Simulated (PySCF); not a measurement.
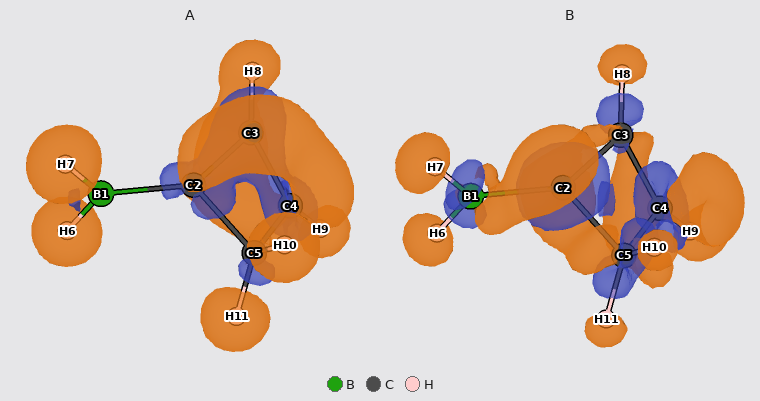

Figure 1: C4H6B, charge +1, SMILES `B[C+]1C=CC1`. The two Fukui functions at ±0.03 e/Å³ (orange positive, blue negative).

PySCF calculation, ωB97X/6-31G*, gas phase; geometry: GFN2-xTB. No frequency check shows the geometry to be a minimum.

Input

```python
import numpy as np
from pyscf import gto, scf, dft
from pyscf.scf import atom_ks, atom_hf
from scipy.linalg import block_diag

def solve(mol, dm0=None, hcore=None):
    mf = (dft.UKS if mol.spin else dft.RKS)(mol, xc='wb97x')
    mf.grids.level = 3
    mf = mf.density_fit(auxbasis='def2-universal-jkfit')
    mf.conv_tol, mf.max_cycle = 1e-8, 80
    if hcore is not None:
        mf.get_hcore = lambda *args: hcore
    mf.kernel(dm0)
    if not mf.converged:
        mf = mf.newton().run(mf.mo_coeff, mf.mo_occ, max_cycle=30)
    assert mf.converged, 'SCF not converged'
    return mf

mol = gto.M(atom='''
B     -1.93060     0.01454    -0.19975
C     -0.46347     0.09317     0.18580
C      0.51733     1.08364     0.22653
C      1.26718     0.07665    -0.34617
C      0.51407    -1.07526     0.21585
H     -2.26848    -0.17697    -1.29718
H     -2.70700     0.10278     0.66532
H      0.55281     2.15037     0.31356
H      1.94096     0.09241    -1.18966
H      0.79985    -1.36344     1.22271
H      0.32418    -1.94698    -0.40801
''', basis='6-31g*', charge=1, spin=0, verbose=4)
mf = solve(mol)
out = dict(e0=mf.e_tot, dm0=mf.make_rdm1(), c=mf.mo_coeff, occ=mf.mo_occ, eps=mf.mo_energy)
for name, dq, spin in [('cation', 1, 1), ('anion', -1, 1)]:
    ion = mol.copy().set(charge=mol.charge + dq, spin=spin).build()
    mi = solve(ion)
    if spin and dq > 0 and mol.nao < 130:
        c, _, stable, _ = mi.stability(return_status=True)
        if not stable:
            mi = solve(ion, mi.make_rdm1(c, mi.mo_occ))
    print(name, 'vertical energy change / eV', (mi.e_tot - mf.e_tot) * 27.211386)
    out.update({'e_' + name: mi.e_tot, 'dm_' + name: mi.make_rdm1(), 's2_' + name: mi.spin_square()[0], 'eps_' + name: mi.mo_energy, 'occ_' + name: mi.mo_occ})
# spherically averaged free atoms, for the promolecule
atm = atom_ks.get_atm_nrks(mol, xc='wb97x')
pro = block_diag(*[(atm[a[0]][2] * atm[a[0]][3]) @ atm[a[0]][2].T for a in mol._atom])
np.savez('result.npz', pro=pro, **out)
```

Run with:

```sh
OMP_NUM_THREADS=1 python input.py
```

The run took 110 s on 1 thread of Arm Neoverse V2, on a shared host, peak memory 0.55 GiB.

Partitions, critical points and surface values were worked out afterwards from this run's density.

Question: Which panel is f⁻ (electron removed) and which f⁺ (electron added)?

Answer: A is f⁻, B is f⁺. f⁻ (Hirshfeld-condensed) is largest on C3 (0.18) and C4 (0.14); the vertical ionisation energy is 16.71 eV. f⁺ (Hirshfeld-condensed) is largest on C4 (0.20) and C2 (0.17); the vertical electron affinity is 5.17 eV (the stability of the neutral species's solution wasn't checked; rough: the basis has no diffuse functions).

Question: What chemical potential and hardness follow from the two energies?

Answer: μ = −(I + A)/2 = −10.94 eV and η = I − A = 11.54 eV.
